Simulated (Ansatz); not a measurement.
Consider Na₂AgBr₃.

The calculation's input:

```
crystal:
  lattice:
    - [3.853624373, 2.2273560555, 3.5543844201]
    - [-3.9077758536, 2.2921370197, 3.5722059292]
    - [0.0290262203, -4.4486509612, 3.5197784649]
  atoms:
    - { symbol: Na, position: [0.201374936, 0.1809909162, 0.2239868779] }
    - { symbol: Na, position: [0.8031231699, 0.8412964643, 0.824053035] }
    - { symbol: Ag, position: [0.5446152421, 0.4798773569, 0.4809438951] }
    - { symbol: Br, position: [0.5335290962, 0.4545333202, -0.0070542663] }
    - { symbol: Br, position: [0.4835274307, -0.0036120196, 0.4487614141] }
    - { symbol: Br, position: [0.0096067575, 0.4757074224, 0.4642870486] }
kpoints:
  mp_grid: { grid: [4, 4, 4] }
hamiltonian:
  xc: pbesol
scf:
  occupations: { method: fermi_dirac, width: 0.05 }
relax:
  f_tol: 0.01
  cell: {}
  max_steps: 120
output:
  write_density: true
  write_potential: true
  elf: true
  volumetric_format: npy
```

Run with:

```sh
ansatz run input.yaml --threads 2 --pin off --max-ram 2211MiB --backend cpu --events-out ev --progress --plain --runs-dir out
```

Below, planes, directions and counts refer to the standardised cell (a = 4.15 Å, b = 5.84 Å, c = 12.28 Å, α = 89.95°, β = 89.93°, γ = 90.04°).

The fields are those of the run's last geometry, not of the input's.

Space group P-1; a structure from a database of computed crystals, not necessarily the ambient phase; started from the Mg2SiNi3-166 prototype, which need not be the ambient phase; changed on purpose from its base cell (shaken).

Theory: DFT, PBEsol, plane waves, PAW (Ansatz).

Q: What will maps of the valence pseudo-density and electron localisation function show?

A: Ag–Br (2.85 Å): ρ at the midpoint is about 0.24 e/Å³; the ELF is about 0.20 at the midpoint.
Na–Br (2.92 Å): ρ at the midpoint is about 0.15 e/Å³; the ELF is about 0.55 at the midpoint; an ionic contact with no shared pair.
Na–Br (2.98 Å): the density is about 0.13 e/Å³ at the midpoint; the ELF is about 0.50 at the midpoint (an ionic contact with no shared pair).

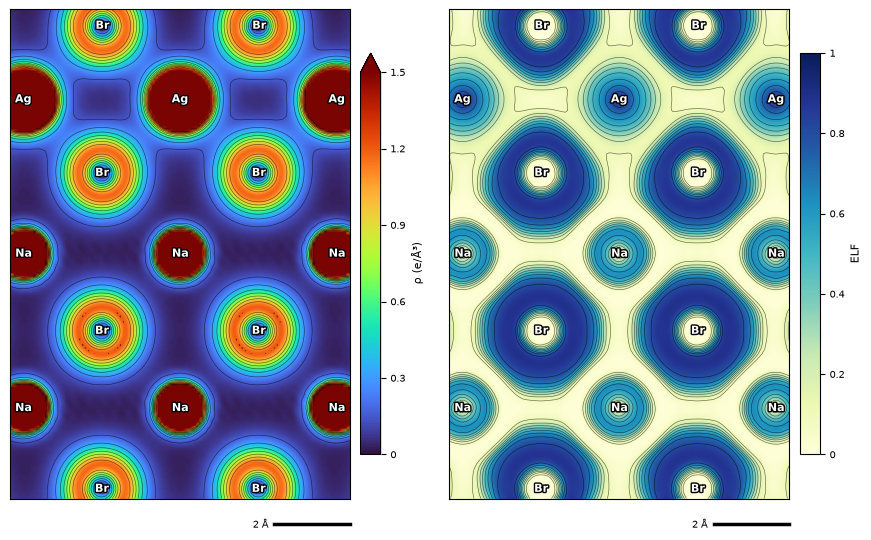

Computed valence pseudo-density and electron localisation function on the (010) plane of the standardised cell, in this order. 

In a PAW calculation such maps are meaningful between the atoms, not at the nuclei.
